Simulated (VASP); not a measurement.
**Pb: Pb into a neighbouring Pb vacancy**

Wanted: the minimum-energy path in Pb for this move: Pb into a neighbouring Pb vacancy.

Method: PBEsol; plane waves and PAW (Pb), in VASP 6.6.1.

### 1. The host crystal

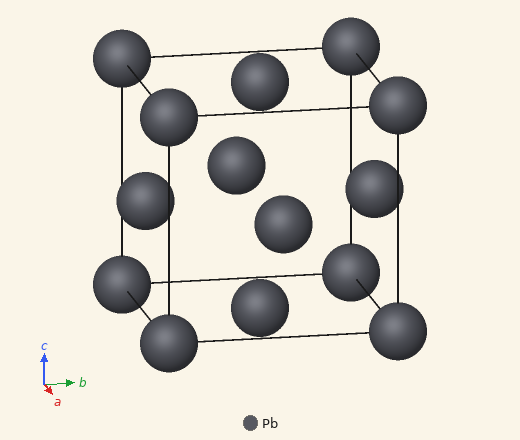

The cell as given, slightly off an axis (lead dark grey). This picture shows the conventional cell, with its axes. Some periodic images of atoms are drawn too.

### 2. Relax the host

First cell and atoms are relaxed at a raised cutoff, so that later runs start from this functional's own cell.

INCAR

```
SYSTEM = Pb
PREC = Accurate
ENCUT = 350
EDIFF = 1E-06
NELM = 120
ISMEAR = 1
SIGMA = 0.15
LREAL = .FALSE.
ALGO = Normal
GGA = PS
NBANDS = 8
LORBIT = 11
LWAVE = .FALSE.
LCHARG = .FALSE.
KPAR = 6
LASPH = .TRUE.
IBRION = 2
NSW = 40
ISIF = 3
EDIFFG = -0.02
POTIM = 0.4
```

POSCAR

```
Pb
1.0
    0.0000000000      2.4750000000      2.4750000000
    2.4750000000      0.0000000000      2.4750000000
    2.4750000000      2.4750000000      0.0000000000
Pb
1
Direct
    0.0000000000      0.0000000000      0.0000000000
```

KPOINTS

```
Automatic mesh
0
Gamma
11 11 11
0 0 0
```

Potentials, in the order of the species: Pb (PBE family, release 64).

Started as:

```
$ mpirun -np 6 vasp_std
```

The log of the run:

```text
[banner, memory and clock lines left out]
running    6 mpi-ranks, on    1 nodes
 distrk:  each k-point on    1 cores,    6 groups
 distr:  one band on    1 cores,    1 groups

 POSCAR found type information on POSCAR Pb
 POSCAR found :  1 types and       1 ions
|                                                                             |
|           W    W    AA    RRRRR   N    N  II  N    N   GGGG   !!!           |
|           W    W   A  A   R    R  NN   N  II  NN   N  G    G  !!!           |
|           W    W  A    A  R    R  N N  N  II  N N  N  G       !!!           |
|           W WW W  AAAAAA  RRRRR   N  N N  II  N  N N  G  GGG   !            |
|           WW  WW  A    A  R   R   N   NN  II  N   NN  G    G                |
|           W    W  A    A  R    R  N    N  II  N    N   GGGG   !!!           |
|                                                                             |
|     For optimal performance we recommend to set                             |
|       NCORE = 2 up to number-of-cores-per-socket                            |
|     NCORE specifies how many cores store one orbital (NPAR=cpu/NCORE).      |
|     This setting can greatly improve the performance of VASP for DFT.       |
|     The default, NCORE=1 might be grossly inefficient on modern             |
|     multi-core architectures or massively parallel machines. Do your        |
|     Unfortunately you need to use the default for GW and RPA                |
|     calculations (for HF NCORE is supported but not extensively tested      |
|     yet).                                                                   |
|                                                                             |

|                                                                             |
|               ----> ADVICE to this user running VASP <----                  |
|                                                                             |
|     You enforced a specific xc type in the INCAR file but a different       |
|     [... a line on the potential file left out ...]
|     I HOPE YOU KNOW WHAT YOU ARE DOING!                                     |
|                                                                             |

 LDA part: xc-table for (Slater+PW92), standard interpolation
 POSCAR, INCAR and KPOINTS ok, starting setup
 FFT: planning ... GRIDC
 FFT: planning ... GRID_SOFT
 FFT: planning ... GRID
 WAVECAR not read
 entering main loop
       N       E                     dE             d eps       ncg     rms          rms(c)
DAV:   1    -0.215371160054E+00   -0.21537E+00   -0.11230E+03   896   0.264E+02
DAV:   2    -0.398629003562E+01   -0.37709E+01   -0.35965E+01  1288   0.276E+01
DAV:   3    -0.401997609285E+01   -0.33686E-01   -0.33644E-01  1032   0.285E+00
DAV:   4    -0.402003003222E+01   -0.53939E-04   -0.53939E-04  1544   0.136E-01
DAV:   5    -0.402003004715E+01   -0.14931E-07   -0.14558E-07  1096   0.132E-03    0.485E+00
DAV:   6    -0.401223960033E+01    0.77904E-02   -0.20557E-03  1208   0.157E-01    0.297E+00
DAV:   7    -0.400766545098E+01    0.45741E-02   -0.57010E-03  1064   0.264E-01    0.220E-01
DAV:   8    -0.400772288638E+01   -0.57435E-04   -0.63822E-05  1424   0.437E-02    0.338E-02
DAV:   9    -0.400772286076E+01    0.25625E-07   -0.18532E-06  1152   0.581E-03
   1 F= -.40077229E+01 E0= -.40078578E+01  d E =-.400772E+01
 curvature:   0.00 expect dE= 0.000E+00 dE for cont linesearch  0.000E+00
 trial: gam= 0.00000 g(F)=  0.000E+00 g(S)=  0.246E-02 ort = 0.000E+00 (trialstep = 0.100E+01)
 search vector abs. value=  0.246E-02
 bond charge predicted
       N       E                     dE             d eps       ncg     rms          rms(c)
DAV:   1    -0.401001821905E+01   -0.22953E-02   -0.37752E-02  1136   0.683E-01    0.247E-01
DAV:   2    -0.400932405906E+01    0.69416E-03   -0.75008E-04  1080   0.150E-01    0.123E-01
DAV:   3    -0.400895963500E+01    0.36442E-03   -0.89953E-04  1072   0.102E-01    0.976E-02
DAV:   4    -0.400896021817E+01   -0.58317E-06   -0.84624E-06  1328   0.176E-02
   2 F= -.40089602E+01 E0= -.40089226E+01  d E =-.123736E-02
 trial-energy change:   -0.001237  1 .order   -0.001239   -0.002457   -0.000022
 step:   1.0089(harm=  1.0089)  dis= 0.00000  next Energy=    -4.008962 (dE=-0.124E-02)
 reached required accuracy - stopping structural energy minimisation
```

The job ended after 3.6 s (6 MPI ranks of Intel Xeon Platinum 8559C (Emerald Rapids), shared host; peak memory 0.81 GiB; 17 s of CPU time).

Lines that name or quote the potential files are left out of all logs, and their timing lines are given in words.

OUTCAR, selected parts (step 2):

```text
ion  position               nearest neighbor table
   1  0.000  0.000  0.000-

  LATTYP: Found a face centered cubic cell.
 ALAT       =     4.9500000000

 Subroutine GETGRP returns: Found 48 space group operations
 (whereof 48 operations were pure point group operations)

The static configuration has the point symmetry O_h .

 Found     56 irreducible k-points:

   k-points           NKPTS =     56   k-points in BZ     NKDIM =     56   number of bands    NBANDS=      8

   dimension x,y,z NGX =    24 NGY =   24 NGZ =   24
   dimension x,y,z NGXF=    48 NGYF=   48 NGZF=   48

   ENCUT  =  350.0 eV  25.72 Ry    5.07 a.u.   5.34  5.34  5.34*2*pi/ulx,y,z

   NELECT =       4.0000    total number of electrons

 k-points in reciprocal lattice and weights: Automatic mesh
   0.00000000  0.00000000  0.00000000       0.001
   0.09090909  0.00000000  0.00000000       0.006
   0.18181818  0.00000000  0.00000000       0.006
   0.27272727  0.00000000  0.00000000       0.006
   0.36363636  0.00000000  0.00000000       0.006
   0.45454545  0.00000000  0.00000000       0.006
   0.09090909  0.09090909  0.00000000       0.005
   0.18181818  0.09090909  0.00000000       0.018
   0.27272727  0.09090909  0.00000000       0.018
[...]
-0.36363636  0.45454545  0.18181818       0.018
  -0.27272727  0.45454545  0.18181818       0.018

 average (electrostatic) potential at core
       1 -42.3880

 E-fermi :   5.0700

 k-point     1 :       0.0000    0.0000    0.0000
  band No.  band energies     occupation
      1      -6.9115      2.00000
      2      12.5311      0.00000
      3      12.5311      0.00000
      4      12.5311      0.00000
      5      14.7574      0.00000
      6      16.4286      0.00000
    ...

 k-point     2 :       0.0909    0.0000    0.0000
  band No.  band energies     occupation
      1      -6.7494      2.00000
      2      10.7302      0.00000
      3      12.3244      0.00000
      4      12.3244      0.00000
      5      14.3961      0.00000
      6      17.0541      0.00000
    ...

 k-point     3 :       0.1818    0.0000    0.0000
  band No.  band energies     occupation
      1      -6.2655      2.00000
      2       7.8462     -0.00000
      3      11.8527      0.00000
      4      11.8527      0.00000
      5      14.0520      0.00000
      6      17.4333      0.00000
    ...

  Total       -0.0012856     -0.0012856     -0.0012856      0.0000000     -0.0000000      0.0000000
  in kB       -0.0690866     -0.0690866     -0.0690866      0.0000000     -0.0000000      0.0000000
  external PRESSURE =      -0.0690866 kB  Pullay stress =       0.0000000 kB

  energy-cutoff  :      350.00
  volume of cell :       29.81
      direct lattice vectors                 reciprocal lattice vectors
     0.000000000  2.461084742  2.461084742    -0.203162448  0.203162448  0.203162448
     2.461084742  0.000000000  2.461084742     0.203162448 -0.203162448  0.203162448
     2.461084742  2.461084742  0.000000000     0.203162448  0.203162448 -0.203162448

 POSITION                                       TOTAL-FORCE (eV/Angst)
 -----------------------------------------------------------------------------------
      0.00000      0.00000      0.00000        -0.000000      0.000000      0.000000
 -----------------------------------------------------------------------------------
    total drift:                                0.000000     -0.000000     -0.000000

  FREE ENERGIE OF THE ION-ELECTRON SYSTEM (eV)
  ---------------------------------------------------
  free  energy   TOTEN  =        -4.0089602182 eV

  energy  without entropy=       -4.0088473758  energy(sigma->0) =       -4.00892260

 reached required accuracy - stopping structural energy minimisation

 total charge
# of ion       s       p       d       tot
------------------------------------------
    1        1.735   1.346   0.077   3.158

[... 3 further parts left out ...]
```

The k-mesh is coarse for a metal. The PAW data sets were made with PBE, which is usual practice but a small mismatch for other functionals. The data set Pb keeps the semicore shell frozen, which is cheaper and a little less accurate. The run keeps the 48 symmetry operations of its start, so it cannot find a distortion of lower symmetry.

Step by step:

```
step  energy less that of the first step (eV)  largest force (eV/Å)  pressure (GPa)  volume (Å³)
   1                                   0.0000                0.0000           -0.77        30.32
   2                                  -0.0012                0.0000           -0.01        29.81
```

```
conventional cell, symmetrised  before  after  change
                         a (Å)   4.950  4.922  -0.6 %
                         b (Å)   4.950  4.922  -0.6 %
                         c (Å)   4.950  4.922  -0.6 %
              volume (Å³/atom)   30.32  29.81  -1.7 %
```

Final coordinates:

```xyz
1
Lattice="0.0000 2.4611 2.4611 2.4611 0.0000 2.4611 2.4611 2.4611 0.0000" Properties=species:S:1:pos:R:3 pbc="T T T"
Pb    0.0000    0.0000    0.0000
```

This step gave:

```
electronic cycles   : 13
electrons           : 4
free energy (TOTEN) : -4.009 eV
Fermi energy        : 5.07 eV
metallic            : yes
```

The run ended after 2 ionic steps, 0.001 eV below its first step, once forces and stress met EDIFFG = -0.02.

(Continued in part 2 of 4.)

[Lines on the potential files, build, host, timing and source positions are cut from VASP's logs without a mark.]

[Logs are printed without paths, hosts, clocks, repeated set-up lines and the standing remarks that a program may print on its own settings, such as how far it seeks lower states.]

[Hosts, paths, dates, database ids (printed as entryN), source tags and the programs' standing remarks are cut or masked in the printed files.]

[Runs that stopped without an error message from VASP are left out.]
